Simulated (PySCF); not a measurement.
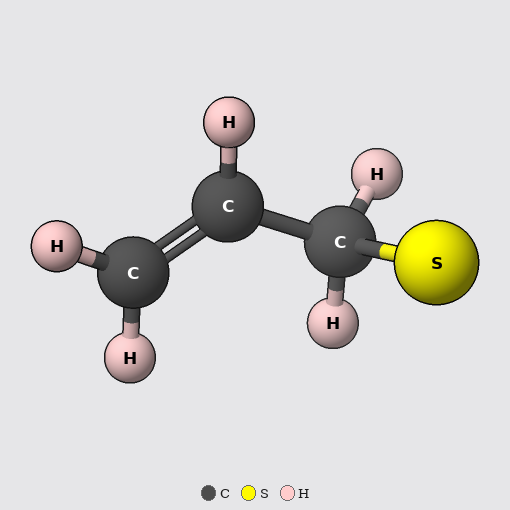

The species has charge −1 and is a spin singlet. Computed geometry: GFN2-xTB optimisation. No frequency run is at hand to confirm it as a minimum. Level of theory: PBE0/def2-SVPD, gas phase (PySCF 2.14.0).

Give the mean static polarisability at this level.

83.9 bohr³.

Give the HOMO energy (Kohn–Sham orbital) at this level.

−0.07 eV.
